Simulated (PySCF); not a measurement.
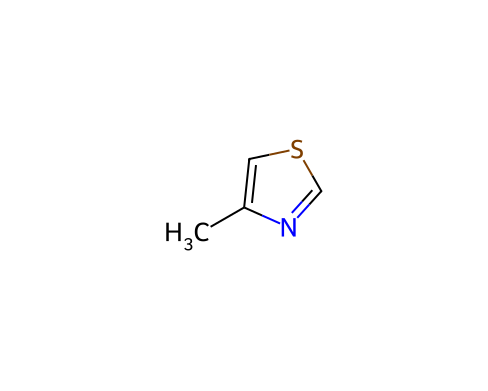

Structural formula above. The geometry was computed by an optimisation with PBE0-D3(BJ)/def2-TZVP. No frequency run is at hand to confirm it as a minimum.

What does the molecule look like in three dimensions?

The molecule is C₄H₅NS. Its SMILES string is `Cc1cscn1`. Independent rings (smallest set): 1 of 5 members, 1 of them aromatic. Coordination: 1 C tetrahedral; 3 C trigonal planar; 1 S bent; 1 N bent.

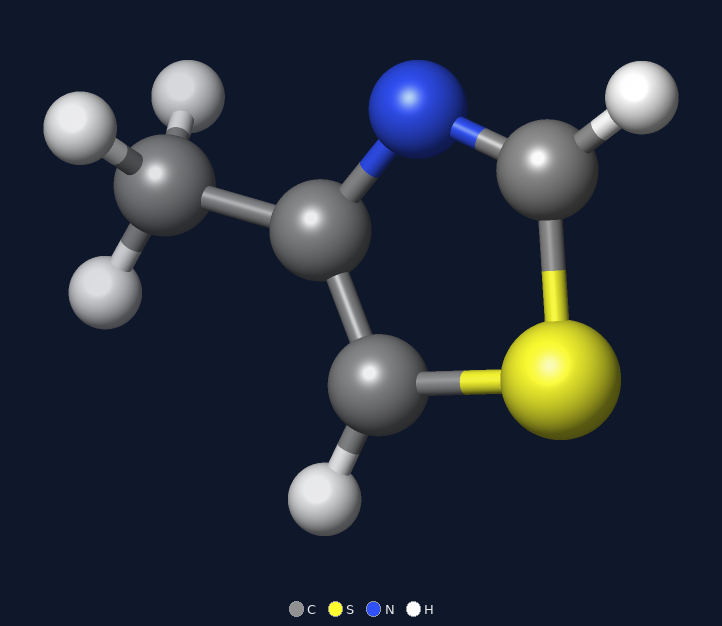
